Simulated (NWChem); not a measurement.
# the pair C2F2···CHN, step by step

Wanted: the energy (singlet C3HF2N, M06-2X/pcseg-1), then the energy (singlet C2F2, M06-2X/pcseg-1), then a single-point energy (singlet CHN, M06-2X/pcseg-1), then the energy (singlet C2F2, M06-2X/pcseg-1), then the energy (singlet CHN, M06-2X/pcseg-1) of C3HF2N and its partners. 

Program for the calculation: NWChem 7.3.0.

## (1) The molecule

The species is C3HF2N (7 atoms), meant as a singlet with charge 0. The two molecules were placed rigidly side by side, at 1.1 times their contact distance; the pair isn't optimised.

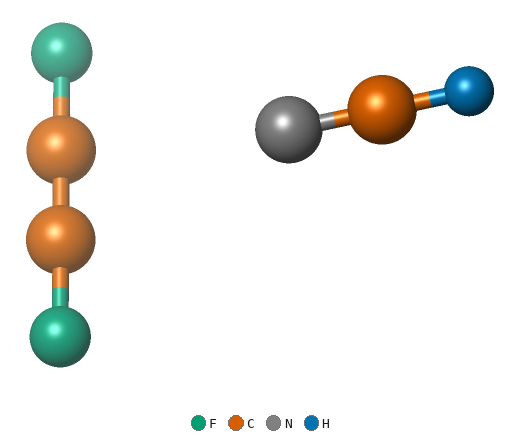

Viewed from a chosen angle; fluorine teal, carbon orange, nitrogen grey, hydrogen blue.

## (2) A single-point energy at M06-2X/pcseg-1 (run 1)

The input, mymol.nw:

```
start mymol
memory 2200 mb
geometry noautosym nocenter noautoz
  F    -0.150250    0.143100    1.857900
  C    -0.047550    0.045300    0.588300
  C     0.047550   -0.045300   -0.588300
  F     0.150250   -0.143100   -1.857900
  C    -3.599210    2.780530   -0.475810
  N    -2.487470    2.519810   -0.568040
  H    -4.636450    3.023120   -0.390340
end
basis "ao basis" spherical bse
  * library pcseg-1
end
dft
  xc m06-2x
  mult 1
  grid fine
  convergence energy 1e-08
  maxiter 100
  mulliken
  print low
end
task dft energy
```

Launch:

```sh
$ nwchem mymol.nw > mymol.out
```

The log of the run:

```text
[...]
 d= 0,ls=0.0,diis     1   -368.8679740758 -5.40D+02  1.15D-02  8.08D-01     0.7
[...]
 d= 0,ls=0.0,diis    10   -368.9732998195 -3.67D-09  7.97D-07  7.47D-09     5.4
         Total DFT energy =     -368.973299819534
      One electron energy =     -844.835445929991
           Coulomb energy =      349.146613051402
    Exchange-Corr. energy =      -44.164239229614
 Nuclear repulsion energy =      170.879772288669
[...]
      Total Density - Mulliken Population Analysis
     ---------------------------------------------
    Atom       Charge   Shell Charges
 -----------   ------   -------------------------------------------------------
    1 F    9     9.19   2.00  0.96  0.95  3.43  1.84  0.02
    2 C    6     5.81   1.99  0.68  0.26  2.10  0.69  0.08
    3 C    6     5.80   1.99  0.68  0.26  2.09  0.69  0.08
    4 F    9     9.19   2.00  0.96  0.95  3.43  1.84  0.02
    5 C    6     6.00   2.00  0.77  0.44  2.04  0.73  0.03
    6 N    7     7.17   2.00  0.91  0.80  2.24  1.18  0.04
    7 H    1     0.83   0.73  0.07  0.02
[...]
```

It took 6 s on 1 thread of AMD EPYC 9R45 (Zen 5), shared host; peak memory 0.12 GiB.

## (3) C2F2: the energy at M06-2X/pcseg-1 (run 2)

The input, work.nw:

```
start work
memory stack 880 mb heap 220 mb global 1100 mb

geometry units angstroms noautosym nocenter noautoz
  F     -0.150250     0.143100     1.857900
  C     -0.047550     0.045300     0.588300
  C      0.047550    -0.045300    -0.588300
  F      0.150250    -0.143100    -1.857900
end

basis spherical bse
  F library pcseg-1
  C library pcseg-1
end

dft
  xc m06-2x
  mult 1
  grid fine
  convergence energy 1e-08
  iterations 100
  mulliken
  print low
end

task dft energy
```

Launch:

```sh
$ nwchem work.nw > work.out
```

The log of the run:

```text
[...]
 d= 0,ls=0.0,diis     1   -275.5550702658 -3.71D+02  1.14D-02  4.13D-01     0.3
[...]
 d= 0,ls=0.0,diis     8   -275.6008948994 -3.69D-11  9.40D-08  5.50D-11     1.7
         Total DFT energy =     -275.600894899414
      One electron energy =     -568.820537259927
           Coulomb energy =      229.309747801374
    Exchange-Corr. energy =      -31.601109310918
 Nuclear repulsion energy =       95.511003870056
[...]
      Total Density - Mulliken Population Analysis
     ---------------------------------------------
    Atom       Charge   Shell Charges
 -----------   ------   -------------------------------------------------------
    1 F    9     9.19   2.00  0.96  0.95  3.43  1.84  0.02
    2 C    6     5.81   1.99  0.68  0.26  2.10  0.69  0.08
    3 C    6     5.81   1.99  0.68  0.26  2.10  0.69  0.08
    4 F    9     9.19   2.00  0.96  0.95  3.43  1.84  0.02
[...]
```

It took 2.2 s on 1 thread of AMD EPYC 9R45 (Zen 5), shared host; peak memory 0.11 GiB.

## (4) CHN: the energy at M06-2X/pcseg-1 (run 3)

The input, a.nw:

```
start a
title "CHN M06-2X"
memory stack 880 mb heap 220 mb global 1100 mb
geometry noautosym nocenter noautoz
   C    -3.599210    2.780530   -0.475810
   N    -2.487470    2.519810   -0.568040
   H    -4.636450    3.023120   -0.390340
end
basis spherical bse
   C library pcseg-1
   N library pcseg-1
   H library pcseg-1
end
dft
   xc m06-2x
   grid fine
   convergence energy 1e-08
   maxiter 100
   mulliken
   noprint "final vectors analysis"
end
task dft energy
```

Launch:

```sh
$ nwchem a.nw > a.out
```

The log of the run:

```text
[...]
          Wavefunction type:  closed shell.
          No. of atoms     :     3
          No. of electrons :    14
[...]
          Charge           :     0
          Spin multiplicity:     1
[...]
          AO basis - number of functions:    33
[...]
              XC Information
              --------------
                       M06-2X Method XC Functional
                     Hartree-Fock (Exact) Exchange  0.540
                        M06-2X Exchange Functional  1.000
                      M06-2X Correlation Potential  1.000
[...]
 d= 0,ls=0.0,diis     1    -93.3106243441 -1.17D+02  2.48D-02  4.07D-01     0.1
[...]
 d= 0,ls=0.0,diis     8    -93.3714345702 -2.83D-10  8.44D-07  2.21D-09     0.7
         Total DFT energy =      -93.371434570180
      One electron energy =     -172.976520207183
           Coulomb energy =       68.121881253457
    Exchange-Corr. energy =      -12.561121837245
 Nuclear repulsion energy =       24.044326220791
[...]
      Total Density - Mulliken Population Analysis
     ---------------------------------------------
    Atom       Charge   Shell Charges
 -----------   ------   -------------------------------------------------------
    1 C    6     6.01   2.00  0.77  0.44  2.04  0.73  0.03
    2 N    7     7.17   2.00  0.91  0.80  2.24  1.18  0.04
    3 H    1     0.83   0.73  0.07  0.02
[...]
```

It took 1.2 s on 1 thread of AMD EPYC 9R45 (Zen 5), shared host; peak memory 0.11 GiB.

## (5) C2F2 among ghost functions: the energy at M06-2X/pcseg-1 (with ghost functions) (run 4)

The input, nw.nw:

```
start nw
memory stack 880 mb heap 220 mb global 1100 mb

geometry units au noautosym nocenter noautoz
  F   -0.28393135   0.27041981   3.51092217
  C   -0.08985648   0.08560459   1.11172588
  C    0.08985648  -0.08560459  -1.11172588
  F    0.28393135  -0.27041981  -3.51092217
  bqC     -6.801521     5.254440    -0.899151
  bqN     -4.700637     4.761751    -1.073440
  bqH     -8.761621     5.712869    -0.737636
end

basis spherical bse
  F library pcseg-1
  C library pcseg-1
  bqC library C pcseg-1
  bqN library N pcseg-1
  bqH library H pcseg-1
end

dft
  xc m06-2x
  grid fine
  convergence energy 1e-08
  iterations 100
  mulliken
  print low
end

task dft energy
```

Launch:

```sh
$ nwchem nw.nw > nw.out
```

The log of the run:

```text
[...]
 d= 0,ls=0.0,diis     1   -275.5551082297 -3.71D+02  7.20D-03  4.14D-01     0.6
[...]
 d= 0,ls=0.0,diis     8   -275.6009617364 -2.06D-11  1.24D-07  2.39D-10     4.3
         Total DFT energy =     -275.600961736368
      One electron energy =     -568.820173160594
           Coulomb energy =      229.309280682794
    Exchange-Corr. energy =      -31.601066167790
 Nuclear repulsion energy =       95.510996909221
[...]
      Total Density - Mulliken Population Analysis
     ---------------------------------------------
    Atom       Charge   Shell Charges
 -----------   ------   -------------------------------------------------------
    1 F    9     9.19   2.00  0.96  0.95  3.43  1.84  0.02
    2 C    6     5.81   1.99  0.68  0.26  2.10  0.69  0.08
    3 C    6     5.81   1.99  0.68  0.26  2.10  0.69  0.08
    4 F    9     9.19   2.00  0.96  0.95  3.43  1.84  0.02
    5 X    0    -0.00  -0.00 -0.00 -0.00 -0.00 -0.00 -0.00
    6 X    0    -0.00  -0.00 -0.00  0.00  0.00 -0.00  0.00
    7 X    0     0.00   0.00  0.00 -0.00
[...]
```

Run time: 4.8 s. Hardware: 1 thread of AMD EPYC 9R45 (Zen 5), shared host; peak memory 0.11 GiB.

## (6) CHN among ghost functions: a single-point energy at M06-2X/pcseg-1 (with ghost functions) (run 5)

The input, chn.nw:

```
start chn
memory total 2200 mb

geometry units bohr noautosym nocenter noautoz
   C   -6.80152117   5.25444018  -0.89915059
   N   -4.70063704   4.76175079  -1.07344003
   H   -8.76162069   5.71286884  -0.73763570
   bqF     -0.283931     0.270420     3.510922
   bqC     -0.089856     0.085605     1.111726
   bqC      0.089856    -0.085605    -1.111726
   bqF      0.283931    -0.270420    -3.510922
end

basis spherical bse
   C library pcseg-1
   N library pcseg-1
   H library pcseg-1
   bqF library F pcseg-1
   bqC library C pcseg-1
end

dft
   xc m06-2x
   grid fine
   convergence energy 1e-08
   maxiter 100
   mulliken
   print low
end

task dft energy
```

Launch:

```sh
$ nwchem chn.nw > chn.out
```

The log of the run:

```text
[...]
 d= 0,ls=0.0,diis     1    -93.3109808432 -1.17D+02  9.17D-03  4.06D-01     0.6
[...]
 d= 0,ls=0.0,diis     8    -93.3717114001 -3.37D-10  3.44D-07  2.64D-09     3.8
         Total DFT energy =      -93.371711400106
      One electron energy =     -172.969514617891
           Coulomb energy =       68.113564377882
    Exchange-Corr. energy =      -12.560085597297
 Nuclear repulsion energy =       24.044324437200
[...]
      Total Density - Mulliken Population Analysis
     ---------------------------------------------
    Atom       Charge   Shell Charges
 -----------   ------   -------------------------------------------------------
    1 C    6     6.00   2.00  0.77  0.44  2.04  0.73  0.03
    2 N    7     7.17   2.00  0.91  0.80  2.24  1.17  0.04
    3 H    1     0.83   0.73  0.07  0.02
    4 X    0    -0.00   0.00  0.00 -0.00 -0.00 -0.00 -0.00
    5 X    0     0.00  -0.00 -0.00  0.00 -0.00  0.00 -0.00
    6 X    0     0.00  -0.00 -0.00  0.00 -0.00  0.00  0.00
    7 X    0    -0.00   0.00  0.00 -0.00 -0.00 -0.00 -0.00
[...]
```

It took 4.5 s on 1 thread of AMD EPYC 9R45 (Zen 5), shared host; peak memory 0.12 GiB.

## (7) Outcome

| quantity | value |
| --- | --- |
| run 1, M06-2X/pcseg-1: total energy | -368.97330 Eh |
| C2F2: total energy | -275.60089 Eh |
| CHN: total energy | -93.37143 Eh |
| CHN: dipole moment | 3.04 D |
| C2F2 among ghost functions: total energy | -275.60096 Eh |
| CHN among ghost functions: total energy | -93.37171 Eh |
| interaction energy of the rigid parts C2F2 and CHN (parts in their own basis; closest atoms 3.61 Å apart) | -0.026 eV |
| interaction energy of the rigid parts C2F2 and CHN (parts in the whole basis, counterpoise; closest atoms 3.61 Å apart) | -0.017 eV |

In words: The interaction energy of the rigid parts C2F2 and CHN (parts in their own basis; closest atoms 3.61 Å apart) is −0.03 eV (−0.6 kcal/mol): the parts attract. Without counterpoise this holds the superposition error of the basis. The interaction energy of the rigid parts C2F2 and CHN (parts in the whole basis, counterpoise; closest atoms 3.61 Å apart) is −0.02 eV (−0.4 kcal/mol). The basis-set superposition error is 0.9 kJ/mol. Mulliken charges (C2F2) run from -0.19 on F1 to +0.19 on C2.
